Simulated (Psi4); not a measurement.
# SiCl3F (trichlorofluorosilane) at 4 levels

We compute a comparison of 4 runs (HF/3-21G, HSE06/cc-pVDZ, wB97X-V/cc-pVDZ, B3LYP/6-31G*) of SiCl3F (trichlorofluorosilane). 

The calculation is run with Psi4 1.11.

## 1. Starting point

The species is SiCl3F (5 atoms), meant as a singlet with charge 0. SMILES: `F[Si](Cl)(Cl)Cl`. The Si2–Cl4 distance was set to 4.432 Å, away from the relaxed value. At this shape a bond of the SMILES string is far longer than usual.

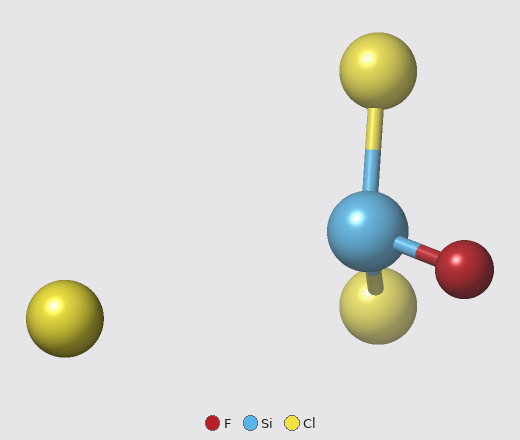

The structure, seen from a chosen angle (fluorine red, silicon blue, chlorine yellow).

## 2. The energy at HF/3-21G (run 1)

File calc.in:

```
memory 1600 MB

molecule {
  0 1
  F
  Si 1 r2
  Cl 2 r3 1 a3
  Cl 2 r4 1 a4 3 d4
  Cl 2 r5 1 a5 3 d5

  r2 = 1.574944
  r3 = 2.014371
  a3 = 108.35847
  r4 = 4.4316
  a4 = 108.35813
  d4 = -119.99812
  r5 = 2.014369
  a5 = 108.35754
  d5 = 120.00151
  units angstrom
  symmetry c1
  no_reorient
  no_com
}

set {
  basis 3-21G
  reference rhf
  puream true
  e_convergence 1e-09
  d_convergence 1e-08
  scf_type pk
}

energy_value, wavefunction = energy("scf", return_wfn=True)
```

On the command line:

```bash
$ psi4 calc.in calc.out -n 1
```

calc.out:

```text
[...]
  Running in c1 symmetry.
[...]
  Nuclear repulsion =  369.002650802619144
[...]
  Multiplicity = 1
[...]
  Nalpha       = 37
  Nbeta        = 37
[...]
    Number of basis functions: 61
[...]
   @RHF iter   1: -1757.95300162603462   -2.99822e-01   7.67485e-03 DIIS/ADIIS
[...]
   @RHF iter  17: -1758.14890524958355   -1.00044e-11   6.62149e-09 DIIS
[...]
    Orbital Energies [Eh]
    ---------------------
    Doubly Occupied:
       1A   -104.213901     2A   -104.213854     3A   -104.039405
       4A    -68.584331     5A    -26.275413     6A    -10.610707
       7A    -10.610541     8A    -10.427167     9A     -8.073604
      10A     -8.073471    11A     -8.068952    12A     -8.068871
      13A     -8.068715    14A     -8.068648    15A     -7.890422
      16A     -7.888045    17A     -7.888044    18A     -6.383325
      19A     -4.480118    20A     -4.478768    21A     -4.476785
      22A     -1.701258    23A     -1.247162    24A     -1.210423
      25A     -0.971143    26A     -0.847083    27A     -0.768390
      28A     -0.760536    29A     -0.712562    30A     -0.622414
      31A     -0.600259    32A     -0.587998    33A     -0.566628
      34A     -0.556814    35A     -0.390196    36A     -0.390190
[...]
  @RHF Final Energy: -1758.14890524958355
   => Energetics <=
    Nuclear Repulsion Energy =            369.0026508026191436
    One-Electron Energy =               -3168.0079009684045559
    Two-Electron Energy =                1040.8563449162020333
    Total Energy =                      -1758.1489052495835494
[...]
 Multipole Moments:
 ------------------------------------------------------------------------------------
     Multipole            Electronic (a.u.)      Nuclear  (a.u.)        Total (a.u.)
 ------------------------------------------------------------------------------------
 L = 1.  Multiply by 2.5417464519 to convert [e a0] to [Debye]
 Dipole X            :          2.4303178            0.1409872            2.5713050
 Dipole Y            :         -1.4030359           -0.0813904           -1.4844262
 Dipole Z            :         -1.3802091            0.5740723           -0.8061368
 Magnitude           :                                                    3.0765219
[...]
```

Run time: 1.6 s. Hardware: 1 thread of Intel Xeon 6975P-C (Granite Rapids), shared host; peak memory 0.21 GiB.

## 3. The energy at HSE06/cc-pVDZ (run 2)

File input.inp:

```
memory 1600 mb

molecule mol {
  F
  Si 1 1.574944
  Cl 2 2.014371 1 108.35847
  Cl 2 4.4316 1 108.35813 3 -119.99812
  Cl 2 2.014369 1 108.35754 3 120.00151
  units angstrom
  symmetry c1
}

set {
  puream               true
  e_convergence        1e-09
  d_convergence        1e-08
  scf_type             pk
  dft_radial_points    99
  dft_spherical_points 590
}

e = energy("hse06/cc-pVDZ")
print_variables()
```

On the command line:

```bash
$ psi4 -n 1 input.inp input.out
```

input.out:

```text
[...]
  Running in c1 symmetry.
[...]
  Nuclear repulsion =  369.002650802619144
[...]
  Multiplicity = 1
[...]
  Nalpha       = 37
  Nbeta        = 37
[...]
    Number of basis functions: 86
[...]
   @RKS iter   1: -1769.15350583473082    5.20764e-03   5.99080e-03 DIIS/ADIIS
[...]
   @RKS iter  20: -1769.37533305183410   -4.09273e-12   4.34409e-09 DIIS
[...]
    Orbital Energies [Eh]
    ---------------------
    Doubly Occupied:
       1A   -101.781774     2A   -101.781774     3A   -101.655271
       4A    -66.460599     5A    -24.847414     6A     -9.593451
       7A     -9.593426     8A     -9.459786     9A     -7.324352
      10A     -7.324350    11A     -7.317568    12A     -7.317568
      13A     -7.316910    14A     -7.316910    15A     -7.193462
      16A     -7.183268    17A     -7.183265    18A     -5.511383
      19A     -3.845925    20A     -3.845676    21A     -3.844803
      22A     -1.292608    23A     -0.929655    24A     -0.904270
      25A     -0.733208    26A     -0.622427    27A     -0.533167
      28A     -0.532230    29A     -0.518966    30A     -0.463644
      31A     -0.427266    32A     -0.413676    33A     -0.397089
      34A     -0.386499    35A     -0.261963    36A     -0.257402
[...]
  @RKS Final Energy: -1769.37533305183410
   => Energetics <=
    Nuclear Repulsion Energy =            369.0026508026191436
    One-Electron Energy =               -3180.4495013884993568
    Two-Electron Energy =                1130.5062656326524575
    DFT Exchange-Correlation Energy =     -88.4347480986061640
    Empirical Dispersion Energy =           0.0000000000000000
    VV10 Nonlocal Energy =                  0.0000000000000000
    Total Energy =                      -1769.3753330518341045
[...]
 Multipole Moments:
 ------------------------------------------------------------------------------------
     Multipole            Electronic (a.u.)      Nuclear  (a.u.)        Total (a.u.)
 ------------------------------------------------------------------------------------
 L = 1.  Multiply by 2.5417464519 to convert [e a0] to [Debye]
 Dipole X            :          2.1154716            0.1409872            2.2564589
 Dipole Y            :         -1.2212809           -0.0813904           -1.3026713
 Dipole Z            :         -1.0904567            0.5740723           -0.5163844
 Magnitude           :                                                    2.6561649
[...]
```

Wall time 42 s (1 thread of Intel Xeon 6975P-C (Granite Rapids), shared host); peak memory 0.95 GiB.

Run 3 isn't shown in full; the table further down has it.

## 4. Energy and gradient at B3LYP/6-31G(d) (Cartesian functions) (run 4)

File input.in:

```
memory 1600 mb

molecule {
  F
  Si 1 1.574944
  Cl 2 2.014371 1 108.35847
  Cl 2 4.4316 1 108.35813 3 -119.99812
  Cl 2 2.014369 1 108.35754 3 120.00151
  symmetry c1
}

set basis 6-31G*
set puream false
set e_convergence 1e-09
set d_convergence 1e-08
set scf_type pk
set dft_radial_points 99
set dft_spherical_points 590

E, wfn = gradient("b3lyp", return_wfn=True)
oeprop(wfn, "MULLIKEN_CHARGES", "QUADRUPOLE", "MAYER_INDICES", title="B3LYP")
print_variables()
```

On the command line:

```bash
$ psi4 input.in input.out -n 1
```

input.out, cut to the lines that bear on the results:

```text
[...]
  Running in c1 symmetry.
[...]
  Nuclear repulsion =  369.002650802619144
[...]
  Multiplicity = 1
[...]
  Nalpha       = 37
  Nbeta        = 37
[...]
    Number of basis functions: 91
[...]
   @RKS iter   1: -1769.71225091929591   -1.64102e-02   5.93434e-03 ADIIS/DIIS
[...]
   @RKS iter  18: -1769.95025904542786   -5.00222e-12   3.87995e-09 DIIS
[...]
  @RKS Final Energy: -1769.95025904542786
   => Energetics <=
    Nuclear Repulsion Energy =            369.0026508026191436
    One-Electron Energy =               -3180.2179826875803883
    Two-Electron Energy =                1134.8248332800085336
    DFT Exchange-Correlation Energy =     -93.5597604404749035
    Empirical Dispersion Energy =           0.0000000000000000
    VV10 Nonlocal Energy =                  0.0000000000000000
    Total Energy =                      -1769.9502590454278561
[...]
  -Total Gradient:
     Atom            X                  Y                   Z
    ------   -----------------  -----------------  -----------------
       1        0.007410965756    -0.004277748747     0.012535742631
       2        0.000816208909    -0.000470635436    -0.005871883723
       3        0.006502859473     0.006887377200    -0.005620086677
       4       -0.011999589306     0.006927379513     0.004583256155
       5       -0.002713810515    -0.009075984435    -0.005620980876
[...]
 Multipole Moments:
 ------------------------------------------------------------------------------------
     Multipole            Electronic (a.u.)      Nuclear  (a.u.)        Total (a.u.)
 ------------------------------------------------------------------------------------
 L = 1.  Multiply by 2.5417464519 to convert [e a0] to [Debye]
 Dipole X            :          2.0478292            0.1409872            2.1888164
 Dipole Y            :         -1.1822298           -0.0813904           -1.2636202
 Dipole Z            :         -1.1670793            0.5740723           -0.5930070
 Magnitude           :                                                    2.5960182
 L = 2.  Multiply by 1.3450342976 to convert [e a0^2] to [Debye ang]
 Quadrupole XX       :       -967.6473677          916.8791819          -50.7681858
 Quadrupole XY       :        343.4013048         -337.1574507            6.2438541
[...]
  Mulliken Charges: (a.u.)
   Center  Symbol    Alpha    Beta     Spin     Total
[...]
```

Run time: 16 s. Hardware: 1 thread of Intel Xeon 6975P-C (Granite Rapids), shared host; peak memory 0.81 GiB.

## 5. The series

```tsv
run	level	integration grid	task	energy (Eh)	dipole moment (D)	HOMO energy (eV)	LUMO energy (eV)	wall time
1	HF/3-21G	–	energy	-1758.148905	7.82	-9.02	-4.62	1.6 s
2	HSE06/cc-pVDZ	99 radial × 590 angular	energy	-1769.375333	6.75	-7.00	-6.40	42 s
3	wB97X-V/cc-pVDZ	99 radial × 590 angular	energy	-1769.646887	8.21	-8.87	-4.60	81 s
4	B3LYP/6-31G* (Cartesian functions)	99 radial × 590 angular	gradient	-1769.950259	6.60	-7.25	-6.24	16 s
```

## 6. What came out

```
                       quantity           value
            run 4: total energy  -1769.95026 Eh
           run 4: dipole moment          6.60 D
             run 4: HOMO energy        -7.25 eV
             run 4: LUMO energy        -6.24 eV
           run 4: HOMO–LUMO gap         1.00 eV
run 4: largest force on an atom      0.780 eV/Å
```

What this shows: The dipole moment (its size) runs from 6.60 D (B3LYP/6-31G*) to 8.21 D (wB97X-V/cc-pVDZ). The two ends differ in method and basis. The HOMO–LUMO gap runs from 0.60 eV (HSE06/cc-pVDZ) to 4.40 eV (HF/3-21G). Totals of different functionals can't be ranked against each other. In runs 1, 2, 3, 4 a closed-shell determinant meets a far-stretched bond, which it describes badly. All runs together took 2.3 min, the longest 81 s.
